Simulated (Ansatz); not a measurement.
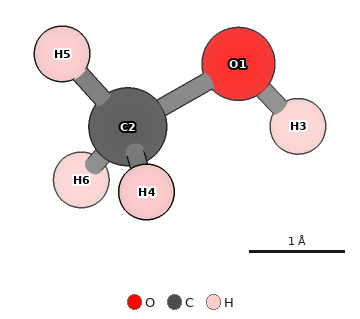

The structure (ball-and-stick view, seen at a tilt; atoms are numbered from 1 in the order of the input). Bond lengths as drawn: C–H 1.09 to 1.10 Å, C–O 1.41 Å and H–O 0.96 Å.

**Run report: CH4O, frequency calculation**

System: CH4O.
Method: RKS PBE0-D4/def2-TZVP (Ansatz 0.2.0).

The geometry comes from this level: PBE0-D4/def2-TZVP. Figures and captions count atoms from 1; the log counts them from 0 in places.

## What the program printed
```
Functional definition: PBE0
  name "PBE0"
  cite "Adamo & Barone, J. Chem. Phys. 110, 6158 (1999) doi:10.1063/1.478522"
  cite "Perdew, Burke & Ernzerhof, Phys. Rev. Lett. 77, 3865 (1996) doi:10.1103/PhysRevLett.77.3865"
  parent pbe
  parameter a = 0.25
  parameter kappa = 0.804
  parameter beta = 0.06672455060314922
  exchange = (1 - a)*pbe_x(kappa = kappa, mu = beta*pi^2/3) + a*exact_x
  correlation = pbe_c(beta = beta)
507 factors; their error is unknown
mean field evaluation 1: about -3142.3155 eV, gradient 4.8e1 eV
mean field evaluation 2: about -3139.4452 eV, gradient 6.3e1 eV
mean field evaluation 4: about -3146.6438 eV, gradient 2.2e0 eV
mean field evaluation 8: about -3146.6502 eV, gradient 2.8e-2 eV
mean field -3146.65022567 eV, -115.6372629173 hartree, gradient 1.9e-5 eV, S^2 0.000000; 0 other end points of the search recorded, 0 dependent functions left out
the calculation of the forces begins
reference -3146.65024807 eV, -115.6372637404 hartree; 9, 9 occupied and 77, 77 virtual orbitals, 507 factors
these checks for a lower state are left out or cut short: stability, starts, cluster_reference, orbital_swaps, neighbouring_geometries, increment
507 factors; their error is unknown
mean field evaluation 16: about -3146.6526 eV, gradient 2.0e-4 eV
mean field -3146.65006224 eV, -115.6372569114 hartree, gradient 9.5e-7 eV, S^2 0.000000; 0 other end points of the search recorded, 0 dependent functions left out
[... from here on the field's lines of each further geometry are left out, up to the last ...]
the calculation of the forces begins
reference -3146.65019347 eV, -115.6372617339 hartree; 9, 9 occupied and 77, 77 virtual orbitals, 507 factors
these checks for a lower state are left out or cut short: stability, starts, cluster_reference, orbital_swaps, neighbouring_geometries, increment
507 factors; their error is unknown
mean field -3146.65017132 eV, -115.6372609201 hartree, gradient 9.5e-7 eV, S^2 0.000000; 0 other end points of the search recorded, 0 dependent functions left out
the calculation of the forces begins
reference -3146.65019373 eV, -115.6372617434 hartree; 9, 9 occupied and 77, 77 virtual orbitals, 507 factors
Total energy: -3146.68382130 eV, -115.6384975338 hartree
Atom 0 at     0.492454    -0.158326     0.689112 Å, force    -0.004415     0.000219     0.002597 eV/Å
Atom 1 at     0.309685    -1.410754     1.308153 Å, force     0.000563     0.000145    -0.000187 eV/Å
Atom 2 at     1.352281    -0.151264     0.264200 Å, force     0.004059    -0.000486    -0.002497 eV/Å
Atom 3 at     1.060929    -1.607744     2.083103 Å, force    -0.000174    -0.000032     0.000381 eV/Å
Atom 4 at    -0.670990    -1.391858     1.784554 Å, force    -0.000075    -0.000068    -0.000142 eV/Å
Atom 5 at     0.322753    -2.238819     0.588503 Å, force     0.000043     0.000222    -0.000152 eV/Å
Dipole moment:     0.242919    -0.249413    -0.013685 e Å
Vibrations: 305.05 1063.99 1107.59 1173.59 1373.76 1477.01 1489.93 1505.49 3005.22 3057.44 3131.50 3880.32 cm⁻¹, zero-point energy 1.399218 eV
```

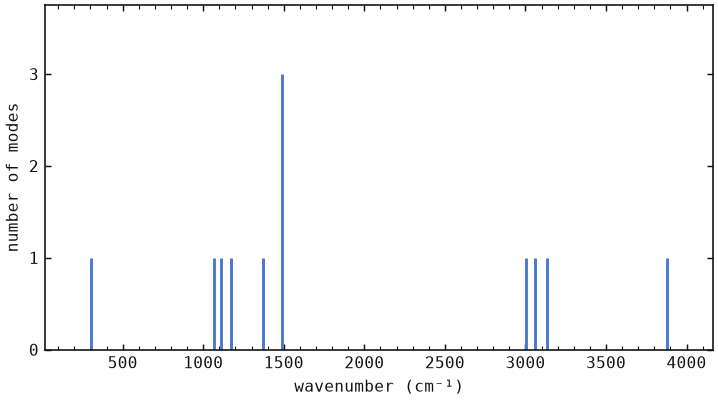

Harmonic vibrational wavenumbers from the force constants; neighbouring modes closer than 16 cm⁻¹ are counted in one stick. 12 modes from 305 to 3880 cm⁻¹, none imaginary.

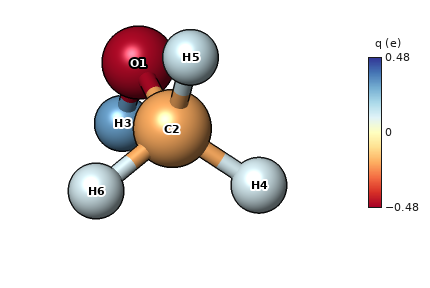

Mulliken charges, as the colour of each atom (ball-and-stick view, seen at an oblique angle; atoms are numbered from 1 in the order of the input). By element: O −0.46, C −0.19 and H +0.11 to +0.31 e.

This output came from the following input.

## Input
```yaml
crystal:
  periodic: [false, false, false]
  atoms:
    - {symbol: O, position_ang: [0.492454, -0.158326, 0.689112]}
    - {symbol: C, position_ang: [0.309685, -1.410754, 1.308153]}
    - {symbol: H, position_ang: [1.352281, -0.151264, 0.264200]}
    - {symbol: H, position_ang: [1.060929, -1.607744, 2.083103]}
    - {symbol: H, position_ang: [-0.670990, -1.391858, 1.784554]}
    - {symbol: H, position_ang: [0.322753, -2.238819, 0.588503]}
basis:
  gaussian: {orbitals: def2-TZVP}
hamiltonian: {xc: pbe0, dispersion: d4}
phonons: {temperatures: {t_min: 298.15, t_max: 900, t_step: 200}}
```

Command:
```bash
ansatz run in.yaml --threads 4 --pin off --events-out ev --progress --plain --max-ram 9574MiB
```

## Key numbers

- outcome: converged
- total energy: −3146.6838 eV
- mean-field energy: −3146.6502 eV
- dispersion energy: −0.0336 eV
- largest force (length of the vector): 0.005 eV/Å
- dipole moment: 1.67 D
- hardware: 4 threads of Arm Neoverse V1, 23 GiB of memory available, shared host
- wall time: 11 s (CPU time 35 s)
- peak memory: 0.49 GiB
